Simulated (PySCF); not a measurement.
**Geometry relaxation of BH2 (part 2 of 3)**

BH2, multiplicity 2, SMILES [BH2]; HF/cc-pVTZ-DK, UHF, sfX2C (PySCF 2.14.0). The geometry comes from this level: GFN2-xTB symmetrised.

Geometry of the input (Å):
```
B  0.0620  -0.0392  0.0303
H  0.0792  1.1124  0.1627
H  -0.7437  -0.6920  -0.4879
```

### What the program printed, continued
```
******** <class 'pyscf.x2c.sfx2c1e.SpinFreeX2CHelper'> ********
approx = 1e
xuncontract = 1
Set gradient conv threshold to 3.16228e-05
******** <class 'pyscf.df.df.DF'> ********
auxbasis = aug-cc-pvtz-jkfit
init E= -25.7668186777912
  alpha nocc = 4  HOMO = -0.349928774878997  LUMO = 0.088614470535628
  beta  nocc = 3  HOMO = -0.512493503037711  LUMO = 0.0702255148721376
  HOMO = -0.349928774879  LUMO = 0.0702255148721  gap/eV = 11.43298
cycle= 1 E= -25.7669883858082  delta_E= -0.00017  |g|= 8.07e-05  |ddm|= 0.000302
  alpha nocc = 4  HOMO = -0.349803404357017  LUMO = 0.0886642963158488
  beta  nocc = 3  HOMO = -0.512453963356029  LUMO = 0.0702885745048905
  HOMO = -0.349803404357  LUMO = 0.0702885745049  gap/eV = 11.43129
cycle= 2 E= -25.7669883937844  delta_E= -7.98e-09  |g|= 3.29e-05  |ddm|= 9.23e-05
  alpha nocc = 4  HOMO = -0.349819344868841  LUMO = 0.0886568559567387
  beta  nocc = 3  HOMO = -0.512459161525563  LUMO = 0.070281005070445
  HOMO = -0.349819344869  LUMO = 0.0702810050704  gap/eV = 11.43151
cycle= 3 E= -25.7669883958733  delta_E= -2.09e-09  |g|= 1.26e-05  |ddm|= 6.5e-05
  alpha nocc = 4  HOMO = -0.349818815155888  LUMO = 0.0886597393170154
  beta  nocc = 3  HOMO = -0.512451906493255  LUMO = 0.0702840721451921
  HOMO = -0.349818815156  LUMO = 0.0702840721452  gap/eV = 11.43158
cycle= 4 E= -25.7669883962519  delta_E= -3.79e-10  |g|= 3.19e-06  |ddm|= 3.81e-05
  alpha nocc = 4  HOMO = -0.349819351200374  LUMO = 0.0886596235367385
  beta  nocc = 3  HOMO = -0.512451780542361  LUMO = 0.0702838195274076
  HOMO = -0.3498193512  LUMO = 0.0702838195274  gap/eV = 11.43159
Extra cycle  E= -25.7669883962675  delta_E= -1.56e-11  |g|= 1.79e-06  |ddm|= 5.08e-06
converged SCF energy = -25.7669883962675  <S^2> = 0.75362926  2S+1 = 2.003626

******** <class 'pyscf.grad.rhf.Gradients_Scanner'> for <class 'pyscf.scf.hf.DFsfX2C1eUHF_Scanner'> ********
unit = Eh/Bohr
--------------- DFsfX2C1eUHF_Scanner gradients ---------------
         x                y                z
0 B    -0.0000585538     0.0000370376    -0.0000286578
1 H     0.0000516672     0.0000305765     0.0000320316
2 H     0.0000068866    -0.0000676141    -0.0000033738
----------------------------------------------
cycle 4: E = -25.7669883963  dE = -3.03099e-07  norm(grad) = 0.000121994
Step    3 : Displace = 4.292e-04/5.815e-04 (rms/max) Trust = 2.000e-01 (+) Grad = 7.043e-05/7.498e-05 (rms/max) E (change) = -25.7669883963 (-3.031e-07) Quality = 1.348
Hessian Eigenvalues: 5.00000e-02 5.00000e-02 5.00000e-02 ... 5.27790e-02 1.80994e-01 2.15706e-01

Geometry optimization cycle 5
Cartesian coordinates (Angstrom)
 Atom        New coordinates             dX        dY        dZ
   B   0.070509  -0.044599   0.034509    0.000315 -0.000199  0.000154
   H   0.082436   1.131626   0.166554   -0.000270 -0.000148 -0.000166
   H  -0.755558  -0.705855  -0.495998   -0.000045  0.000347  0.000012
New geometry
   1 B      0.070508748406  -0.044599105947   0.034509018728 AA    0.133242223873  -0.084280095641   0.065212594223 Bohr
   2 H      0.082436385308   1.131625917446   0.166554169704 AA    0.155782190931   2.138463059433   0.314741765645 Bohr
   3 H     -0.755558133714  -0.705854811499  -0.495998188432 AA   -1.427797943907  -1.333872277440  -0.937300734416 Bohr

******** <class 'pyscf.scf.hf.DFsfX2C1eUHF_Scanner'> ********
method = DFsfX2C1eUHF_Scanner
initial guess = minao
damping factor = 0
level_shift factor = 0
DIIS = <class 'pyscf.scf.diis.CDIIS'>
diis_start_cycle = 1
diis_space = 8
diis_damp = 0
SCF conv_tol = 1e-09
SCF conv_tol_grad = None
SCF max_cycles = 100
direct_scf = False
number electrons alpha = 4  beta = 3

******** <class 'pyscf.x2c.sfx2c1e.SpinFreeX2CHelper'> ********
approx = 1e
xuncontract = 1
Set gradient conv threshold to 3.16228e-05
******** <class 'pyscf.df.df.DF'> ********
auxbasis = aug-cc-pvtz-jkfit
init E= -25.7669641980312
  alpha nocc = 4  HOMO = -0.349962573414743  LUMO = 0.0886157778559573
  beta  nocc = 3  HOMO = -0.51235096195061  LUMO = 0.0702786181631048
  HOMO = -0.349962573415  LUMO = 0.0702786181631  gap/eV = 11.43535
cycle= 1 E= -25.766988474282  delta_E= -2.43e-05  |g|= 5.17e-05  |ddm|= 0.000203
  alpha nocc = 4  HOMO = -0.349912602113014  LUMO = 0.088616311614941
  beta  nocc = 3  HOMO = -0.512370571126142  LUMO = 0.0702859753960423
  HOMO = -0.349912602113  LUMO = 0.070285975396  gap/eV = 11.43419
cycle= 2 E= -25.7669884779222  delta_E= -3.64e-09  |g|= 2.42e-05  |ddm|= 5.84e-05
  alpha nocc = 4  HOMO = -0.349918162051681  LUMO = 0.0886162506164521
  beta  nocc = 3  HOMO = -0.512365136122098  LUMO = 0.0702870390383401
  HOMO = -0.349918162052  LUMO = 0.0702870390383  gap/eV = 11.43437
cycle= 3 E= -25.7669884791915  delta_E= -1.27e-09  |g|= 6.98e-06  |ddm|= 5.36e-05
  alpha nocc = 4  HOMO = -0.3499188142153  LUMO = 0.0886173313364091
  beta  nocc = 3  HOMO = -0.512362700033024  LUMO = 0.0702876953433806
  HOMO = -0.349918814215  LUMO = 0.0702876953434  gap/eV = 11.43440
cycle= 4 E= -25.7669884793077  delta_E= -1.16e-10  |g|= 1.18e-06  |ddm|= 2.29e-05
  alpha nocc = 4  HOMO = -0.349918903347008  LUMO = 0.0886172758211794
  beta  nocc = 3  HOMO = -0.512362720814392  LUMO = 0.0702876105165604
  HOMO = -0.349918903347  LUMO = 0.0702876105166  gap/eV = 11.43440
Extra cycle  E= -25.7669884793096  delta_E= -1.9e-12  |g|= 5.89e-07  |ddm|= 1.77e-06
converged SCF energy = -25.7669884793096  <S^2> = 0.75362458  2S+1 = 2.0036213

******** <class 'pyscf.grad.rhf.Gradients_Scanner'> for <class 'pyscf.scf.hf.DFsfX2C1eUHF_Scanner'> ********
unit = Eh/Bohr
--------------- DFsfX2C1eUHF_Scanner gradients ---------------
         x                y                z
0 B     0.0000068183    -0.0000043122     0.0000033371
1 H     0.0000069482     0.0000248665     0.0000065203
2 H    -0.0000137665    -0.0000205543    -0.0000098574
----------------------------------------------
cycle 5: E = -25.7669884793  dE = -8.30421e-08  norm(grad) = 3.8659e-05
Step    4 : Displace = 3.684e-04/4.029e-04 (rms/max) Trust = 2.828e-01 (+) Grad = 2.232e-05/2.663e-05 (rms/max) E (change) = -25.7669884793 (-8.304e-08) Quality = 1.130
Hessian Eigenvalues: 4.70110e-02 5.00000e-02 5.00000e-02 ... 5.00000e-02 1.77728e-01 2.15706e-01

Geometry optimization cycle 6
Cartesian coordinates (Angstrom)
 Atom        New coordinates             dX        dY        dZ
   B   0.070541  -0.044620   0.034525    0.000033 -0.000021  0.000016
   H   0.082391   1.131572   0.166523   -0.000045 -0.000054 -0.000031
   H  -0.755545  -0.705781  -0.495983    0.000013  0.000074  0.000015
New geometry
   1 B      0.070541354556  -0.044619730743   0.034524977089 AA    0.133303840566  -0.084319070856   0.065242751154 Bohr
   2 H      0.082390932341   1.131572312718   0.166523143500 AA    0.155696297272   2.138361761177   0.314683134617 Bohr
   3 H     -0.755545286897  -0.705780581975  -0.495983120588 AA   -1.427773666942  -1.333732003969  -0.937272260319 Bohr

******** <class 'pyscf.scf.hf.DFsfX2C1eUHF_Scanner'> ********
method = DFsfX2C1eUHF_Scanner
initial guess = minao
damping factor = 0
level_shift factor = 0
DIIS = <class 'pyscf.scf.diis.CDIIS'>
diis_start_cycle = 1
diis_space = 8
diis_damp = 0
SCF conv_tol = 1e-09
SCF conv_tol_grad = None
SCF max_cycles = 100
direct_scf = False
number electrons alpha = 4  beta = 3

******** <class 'pyscf.x2c.sfx2c1e.SpinFreeX2CHelper'> ********
approx = 1e
xuncontract = 1
Set gradient conv threshold to 3.16228e-05
******** <class 'pyscf.df.df.DF'> ********
auxbasis = aug-cc-pvtz-jkfit
init E= -25.7670087605102
  alpha nocc = 4  HOMO = -0.349927234242938  LUMO = 0.0886206412434243
  beta  nocc = 3  HOMO = -0.512348930605396  LUMO = 0.0702958420374502
  HOMO = -0.349927234243  LUMO = 0.0702958420375  gap/eV = 11.43485
cycle= 1 E= -25.7669884826637  delta_E= 2.03e-05  |g|= 9.1e-06  |ddm|= 2.82e-05
  alpha nocc = 4  HOMO = -0.349931050738954  LUMO = 0.0886123767311808
  beta  nocc = 3  HOMO = -0.51236248984264  LUMO = 0.0702877060284441
  HOMO = -0.349931050739  LUMO = 0.0702877060284  gap/eV = 11.43473
cycle= 2 E= -25.7669884827644  delta_E= -1.01e-10  |g|= 3.49e-06  |ddm|= 8.94e-06
  alpha nocc = 4  HOMO = -0.349930235032875  LUMO = 0.0886132872583536
  beta  nocc = 3  HOMO = -0.512360701617008  LUMO = 0.0702888712696668
  HOMO = -0.349930235033  LUMO = 0.0702888712697  gap/eV = 11.43474
Extra cycle  E= -25.7669884827828  delta_E= -1.84e-11  |g|= 1.81e-06  |ddm|= 3.96e-06
converged SCF energy = -25.7669884827828  <S^2> = 0.75362401  2S+1 = 2.0036207

******** <class 'pyscf.grad.rhf.Gradients_Scanner'> for <class 'pyscf.scf.hf.DFsfX2C1eUHF_Scanner'> ********
unit = Eh/Bohr
--------------- DFsfX2C1eUHF_Scanner gradients ---------------
         x                y                z
0 B     0.0000031733    -0.0000020071     0.0000015531
1 H    -0.0000001172     0.0000042256     0.0000003853
2 H    -0.0000030561    -0.0000022185    -0.0000019384
----------------------------------------------
cycle 6: E = -25.7669884828  dE = -3.47326e-09  norm(grad) = 7.24898e-06
Step    5 : Displace = 6.720e-05/7.683e-05 (rms/max) Trust = 3.000e-01 (+) Grad = 4.185e-06/4.245e-06 (rms/max) E (change) = -25.7669884828 (-3.473e-09) Quality = 1.101
Hessian Eigenvalues: 5.00000e-02 5.00000e-02 5.00000e-02 ... 5.00549e-02 1.52088e-01 2.15706e-01

Geometry optimization cycle 7
Cartesian coordinates (Angstrom)
 Atom        New coordinates             dX        dY        dZ
   B   0.070538  -0.044617   0.034523   -0.000004  0.000002 -0.000002
   H   0.082390   1.131566   0.166522   -0.000000 -0.000006 -0.000001
   H  -0.755541  -0.705777  -0.495980    0.000004  0.000004  0.000003
New geometry
   1 B      0.070537711208  -0.044617426272   0.034523193880 AA    0.133296955637  -0.084314716037   0.065239381378 Bohr
   2 H      0.082390445472   1.131566098568   0.166522209863 AA    0.155695377224   2.138350018136   0.314681370298 Bohr
   3 H     -0.755541156681  -0.705776672296  -0.495980403742 AA   -1.427765861965  -1.333724615747  -0.937267126223 Bohr

******** <class 'pyscf.scf.hf.DFsfX2C1eUHF_Scanner'> ********
method = DFsfX2C1eUHF_Scanner
initial guess = minao
damping factor = 0
level_shift factor = 0
DIIS = <class 'pyscf.scf.diis.CDIIS'>
diis_start_cycle = 1
diis_space = 8
diis_damp = 0
SCF conv_tol = 1e-09
SCF conv_tol_grad = None
SCF max_cycles = 100
direct_scf = False
number electrons alpha = 4  beta = 3

******** <class 'pyscf.x2c.sfx2c1e.SpinFreeX2CHelper'> ********
approx = 1e
xuncontract = 1
Set gradient conv threshold to 3.16228e-05
******** <class 'pyscf.df.df.DF'> ********
auxbasis = aug-cc-pvtz-jkfit
init E= -25.7669934867369
  alpha nocc = 4  HOMO = -0.34992735884775  LUMO = 0.0886155103050523
  beta  nocc = 3  HOMO = -0.512360959272628  LUMO = 0.0702908393870745
  HOMO = -0.349927358848  LUMO = 0.0702908393871  gap/eV = 11.43472
cycle= 1 E= -25.7669884828017  delta_E= 5e-06  |g|= 1.71e-06  |ddm|= 4.68e-06
  alpha nocc = 4  HOMO = -0.349929855291803  LUMO = 0.0886138322216476
  beta  nocc = 3  HOMO = -0.51236300509887  LUMO = 0.0702889588357341
  HOMO = -0.349929855292  LUMO = 0.0702889588357  gap/eV = 11.43474
cycle= 2 E= -25.7669884828052  delta_E= -3.48e-12  |g|= 6.23e-07  |ddm|= 1.57e-06
  alpha nocc = 4  HOMO = -0.349929607847729  LUMO = 0.0886140464588845
  beta  nocc = 3  HOMO = -0.512362686696838  LUMO = 0.0702891990898484
  HOMO = -0.349929607848  LUMO = 0.0702891990898  gap/eV = 11.43474
Extra cycle  E= -25.7669884828057  delta_E= -5.26e-13  |g|= 3.25e-07  |ddm|= 6.01e-07
converged SCF energy = -25.7669884828057  <S^2> = 0.75362391  2S+1 = 2.0036206

******** <class 'pyscf.grad.rhf.Gradients_Scanner'> for <class 'pyscf.scf.hf.DFsfX2C1eUHF_Scanner'> ********
unit = Eh/Bohr
--------------- DFsfX2C1eUHF_Scanner gradients ---------------
         x                y                z
0 B    -0.0000000772     0.0000000488    -0.0000000378
1 H     0.0000001394     0.0000001966     0.0000000986
2 H    -0.0000000622    -0.0000002454    -0.0000000608
----------------------------------------------
cycle 7: E = -25.7669884828  dE = -2.29079e-11  norm(grad) = 3.8126e-07
Step    6 : Displace = 5.808e-06/6.303e-06 (rms/max) Trust = 3.000e-01 (=) Grad = 2.201e-07/2.604e-07 (rms/max) E (change) = -25.7669884828 (-2.291e-11) Quality = 0.336
Hessian Eigenvalues: 5.00000e-02 5.00000e-02 5.00000e-02 ... 5.00549e-02 1.52088e-01 2.15706e-01
Converged! =D

converged: True
B           0.07053771       -0.04461743        0.03452319
H           0.08239045        1.13156610        0.16652221
H          -0.75554116       -0.70577667       -0.49598040

******** <class 'pyscf.df.df_jk.DFsfX2C1eUHF'> ********
method = DFsfX2C1eUHF
initial guess = minao
damping factor = 0
level_shift factor = 0
DIIS = <class 'pyscf.scf.diis.CDIIS'>
diis_start_cycle = 1
diis_space = 8
diis_damp = 0
SCF conv_tol = 1e-09
SCF conv_tol_grad = None
SCF max_cycles = 100
direct_scf = False
number electrons alpha = 4  beta = 3

******** <class 'pyscf.x2c.sfx2c1e.SpinFreeX2CHelper'> ********
approx = 1e
xuncontract = 1
Set gradient conv threshold to 3.16228e-05
******** <class 'pyscf.df.df.DF'> ********
auxbasis = aug-cc-pvtz-jkfit
init E= -25.5284875064814
  alpha nocc = 4  HOMO = -0.0668467440835103  LUMO = -0.00770682932694378
  beta  nocc = 3  HOMO = -0.385682570229722  LUMO = -0.0668467440835103

WARN: HOMO -0.0668467440835103 >= LUMO -0.0668467440835103

cycle= 1 E= -25.7337241472849  delta_E= -0.205  |g|= 0.152  |ddm|= 0.784
  alpha nocc = 4  HOMO = -0.348427204691846  LUMO = 0.0467063393736918
  beta  nocc = 3  HOMO = -0.536066594991647  LUMO = 0.0395480031262466
  HOMO = -0.348427204692  LUMO = 0.0395480031262  gap/eV = 10.55734
cycle= 2 E= -25.762078713856  delta_E= -0.0284  |g|= 0.0524  |ddm|= 0.276
  alpha nocc = 4  HOMO = -0.336760731014275  LUMO = 0.0858974685149168
  beta  nocc = 3  HOMO = -0.509990134064522  LUMO = 0.0701383332132659
  HOMO = -0.336760731014  LUMO = 0.0701383332133  gap/eV = 11.07229
cycle= 3 E= -25.7660771442073  delta_E= -0.004  |g|= 0.0193  |ddm|= 0.0958
  alpha nocc = 4  HOMO = -0.34775608362057  LUMO = 0.0879175572510063
  beta  nocc = 3  HOMO = -0.513223139760073  LUMO = 0.0693442709925529
  HOMO = -0.347756083621  LUMO = 0.0693442709926  gap/eV = 11.34988
cycle= 4 E= -25.7668640531187  delta_E= -0.000787  |g|= 0.00698  |ddm|= 0.0489
  alpha nocc = 4  HOMO = -0.34959253904596  LUMO = 0.0882098706532641
  beta  nocc = 3  HOMO = -0.512861685604849  LUMO = 0.0697976764884789
  HOMO = -0.349592539046  LUMO = 0.0697976764885  gap/eV = 11.41219
cycle= 5 E= -25.7669769194592  delta_E= -0.000113  |g|= 0.00221  |ddm|= 0.0166
  alpha nocc = 4  HOMO = -0.350126615967229  LUMO = 0.0886996506227957
  beta  nocc = 3  HOMO = -0.512306685679284  LUMO = 0.0703019412365062
  HOMO = -0.350126615967  LUMO = 0.0703019412365  gap/eV = 11.44044
cycle= 6 E= -25.7669877098885  delta_E= -1.08e-05  |g|= 0.000594  |ddm|= 0.00561
  alpha nocc = 4  HOMO = -0.34990329438637  LUMO = 0.0886151935258033
  beta  nocc = 3  HOMO = -0.512322462394935  LUMO = 0.0702965463799883
  HOMO = -0.349903294386  LUMO = 0.07029654638  gap/eV = 11.43422
cycle= 7 E= -25.7669884230096  delta_E= -7.13e-07  |g|= 0.000156  |ddm|= 0.00126
  alpha nocc = 4  HOMO = -0.349936746725242  LUMO = 0.0886175166127492
  beta  nocc = 3  HOMO = -0.512354638802901  LUMO = 0.0702898661997216
  HOMO = -0.349936746725  LUMO = 0.0702898661997  gap/eV = 11.43495
cycle= 8 E= -25.7669884767256  delta_E= -5.37e-08  |g|= 4.99e-05  |ddm|= 0.000428
  alpha nocc = 4  HOMO = -0.349927174712494  LUMO = 0.0886127841044893
  beta  nocc = 3  HOMO = -0.512363224535592  LUMO = 0.0702877122924237
  HOMO = -0.349927174712  LUMO = 0.0702877122924  gap/eV = 11.43463
cycle= 9 E= -25.7669884825836  delta_E= -5.86e-09  |g|= 1.03e-05  |ddm|= 0.000165
  alpha nocc = 4  HOMO = -0.349929414782542  LUMO = 0.0886140710076084
  beta  nocc = 3  HOMO = -0.512362549331297  LUMO = 0.0702891800393219
  HOMO = -0.349929414783  LUMO = 0.0702891800393  gap/eV = 11.43473
cycle= 10 E= -25.7669884827994  delta_E= -2.16e-10  |g|= 1.89e-06  |ddm|= 2.76e-05
  alpha nocc = 4  HOMO = -0.349929362644543  LUMO = 0.0886140565328342
  beta  nocc = 3  HOMO = -0.512362665575103  LUMO = 0.0702891919689064
  HOMO = -0.349929362645  LUMO = 0.0702891919689  gap/eV = 11.43473
```

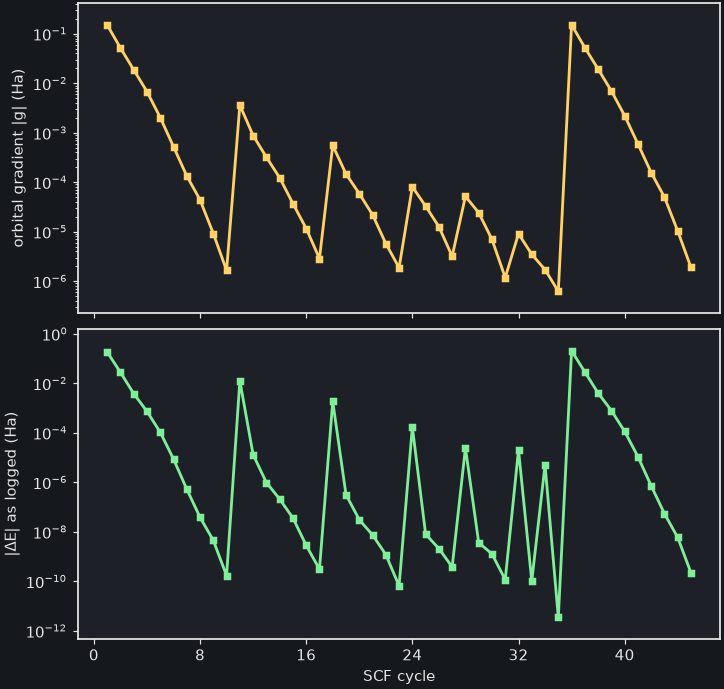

Convergence of the self-consistent field: orbital gradient |g| and size of the energy change against the SCF cycle. All cycles printed in the log are drawn one after another.

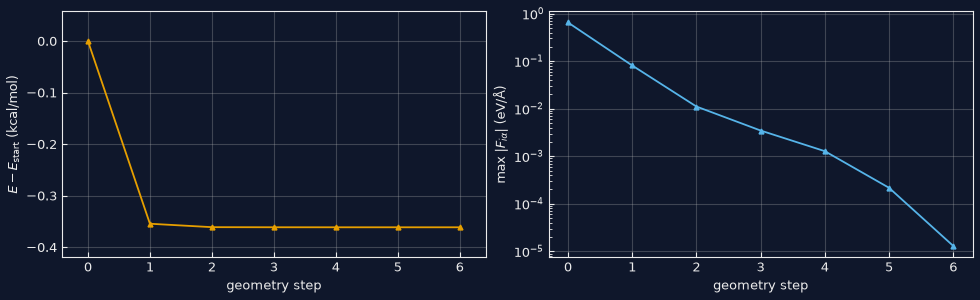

Progress of the relaxation, step by step (steps are counted from 0).

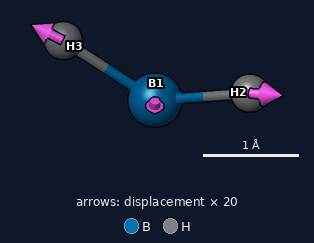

The starting structure with the displacements as pink arrows, magnified 20 times (ball-and-stick view, seen at a tilt). The two geometries are laid on each other by the best rigid fit. The largest moves after the best rigid fit, 0.020 Å, are those of H2 and H3. Largest moves by element: H 0.020 Å, B 0.011 Å. Among the contacts that change: B1–H2 1.159 → 1.184 Å. After 6 geometry steps the energy has fallen by 0.36 kcal/mol. The largest force component goes from 0.65 to under 0.0001 eV/Å. (Atoms are counted from 1 in the order of the input.)

```
Extra cycle  E= -25.7669884828043  delta_E= -4.96e-12  |g|= 8.95e-07  |ddm|= 2.29e-06
converged SCF energy = -25.7669884828043  <S^2> = 0.75362386  2S+1 = 2.0036206
E = -25.7669884828 Eh
frequencies (1/cm) [1101.  2673.5 2822.1]
temperature 298.1500 [K]
pressure 101325.00 [Pa]
Rotational constants [GHz] 1094.49713 221.99813 184.56300
Symmetry number 2
Zero-point energy (ZPE) 0.01503 [Eh]   39456.660 [J/mol]
                           tot       elec      trans        rot        vib
Entropy [J/mol/K]       193.744      5.763    140.567     47.154      0.260
Cv [J/mol/K]             26.116      0.000     12.472     12.472      1.173
Cp [J/mol/K]             34.431      0.000     20.786     12.472      1.173
Internal energy [J/mol]                      3718.434   3718.434  39521.986
Internal energy [Eh]   -25.74910  -25.76699
Enthalpy [J/mol]                             6197.391   3718.434  39521.986
Enthalpy [Eh]          -25.74816
Gibbs free energy [J/mol]                  -35712.666 -10340.533  39444.409
Gibbs free energy [Eh] -25.77016
```

### Trajectory as extended XYZ (Å, eV, eV/Å), 7 frames, from step=0 to step=6
```
3
Properties=species:S:1:pos:R:3:forces:R:3 step=0 energy=-701.13981
B     0.0620   -0.0392    0.0303    0.4466  -0.2824   0.2186
H     0.0792    1.1124    0.1627    0.0097   0.6521   0.0750
H    -0.7437   -0.6920   -0.4879   -0.4563  -0.3697  -0.2935
3
Properties=species:S:1:pos:R:3:forces:R:3 step=1 energy=-701.15518
B     0.0682   -0.0431    0.0334    0.0697  -0.0441   0.0341
H     0.0830    1.1296    0.1666   -0.0078   0.0813   0.0043
H    -0.7538   -0.7053   -0.4950   -0.0619  -0.0372  -0.0384
3
Properties=species:S:1:pos:R:3:forces:R:3 step=2 energy=-701.15547
B     0.0697   -0.0441    0.0341    0.0111  -0.0070   0.0054
H     0.0830    1.1318    0.1669   -0.0053   0.0041  -0.0025
H    -0.7553   -0.7065   -0.4959   -0.0058   0.0030  -0.0029
3
Properties=species:S:1:pos:R:3:forces:R:3 step=3 energy=-701.15547
B     0.0702   -0.0444    0.0344    0.0030  -0.0019   0.0015
H     0.0827    1.1318    0.1667   -0.0027  -0.0016  -0.0016
H    -0.7555   -0.7062   -0.4960   -0.0004   0.0035   0.0002
3
Properties=species:S:1:pos:R:3:forces:R:3 step=4 energy=-701.15548
B     0.0705   -0.0446    0.0345   -0.0004   0.0002  -0.0002
H     0.0824    1.1316    0.1666   -0.0004  -0.0013  -0.0003
H    -0.7556   -0.7059   -0.4960    0.0007   0.0011   0.0005
```
